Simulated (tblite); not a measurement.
**Frequency calculation of C₃H₁₀AlClO**

- system: C₃H₁₀AlClO, SMILES CC[O+](C)[AlH2-][Cl]
- method: GFN2-xTB harmonic vibrations, gas phase (tblite 0.8.0)

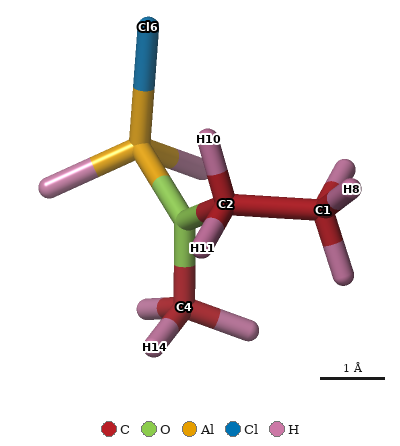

*The structure as given in the input (stick view, seen at a tilt; atoms are numbered from 1 in the order of the input). Sticks mark near contacts.*

## Input
```
{"job": {"kind": "ir", "xc": "GFN2-xTB", "basis": "xTB"}, "charge": 0, "multiplicity": 1}
C      1.815695    -0.655753    -0.428805
C      0.831306    -0.421279     0.707679
O     -0.425763     0.067559     0.255950
C     -1.246503    -0.881175    -0.394725
Al    -1.144236     1.830605     0.205547
Cl     0.215353     3.006826     1.178293
H      1.499515    -1.474014    -1.071176
H      2.790325    -0.901668    -0.016804
H      1.904096     0.250084    -1.024470
H      1.212429     0.359004     1.371414
H      0.672115    -1.340025     1.285750
H     -0.796561    -1.228907    -1.325754
H     -2.179103    -0.363190    -0.617635
H     -1.445014    -1.730576     0.263991
H     -2.481535     1.513076     0.945030
H     -1.229718     1.978376    -1.345694
```

The first line tells a small driver script what to run in tblite; the rest is the geometry in Å.

Command:
```bash
OMP_NUM_THREADS=1 python <driver script> task.json out
```

## What the program printed
```
mode    cm-1     km/mol
  1      52.0      1.21
  2      66.2      1.13
  3     108.5      2.30
  4     142.8      0.37
  5     173.9      0.52
  6     203.3      0.14
  7     257.8      0.49
  8     283.0      7.20
  9     382.4      3.72
 10     434.9     64.77
 11     497.0     19.96
 12     523.2      5.56
 13     528.3      4.14
 14     696.2    573.88
 15     799.6    471.39
 16     825.4     29.54
 17     883.5     13.55
 18    1011.5     31.68
 19    1078.7     19.18
 20    1093.9      7.07
 21    1128.6     20.24
 22    1130.5     35.66
 23    1193.6      8.37
 24    1268.6      1.65
 25    1332.5      3.92
 26    1392.1     11.71
 27    1401.4     12.51
 28    1445.4      7.57
 29    1450.6      9.98
 30    1465.4      4.01
 31    1482.4      8.16
 32    1487.9      4.52
 33    1700.1    425.91
 34    1729.7    109.63
 35    2920.2     34.00
 36    2966.2     21.36
 37    2975.1      4.74
 38    2988.7     17.31
 39    3009.5      3.32
 40    3043.6     17.10
 41    3044.2     22.93
 42    3058.6     12.00
```

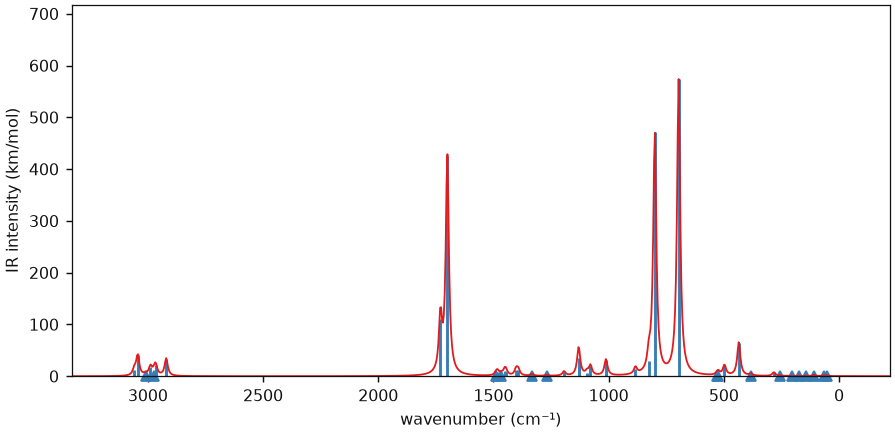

*Harmonic infrared spectrum, unscaled: sticks (degenerate modes added up, dark ones marked on the axis) with a Lorentzian envelope of 16 cm⁻¹ full width, scaled to the tallest stick.*

42 modes from 52 to 3059 cm⁻¹, none imaginary. The strongest line is at 696 cm⁻¹ (574 km/mol).

## Key numbers

| quantity | value |
| --- | --- |
| outcome | converged |
| total energy | −580.1080 eV |
| zero-point energy | 76.7060 kcal/mol |
| hardware | 1 CPU thread, shared host |
| wall time | 0.82 s |
| peak memory | 0.18 GiB |
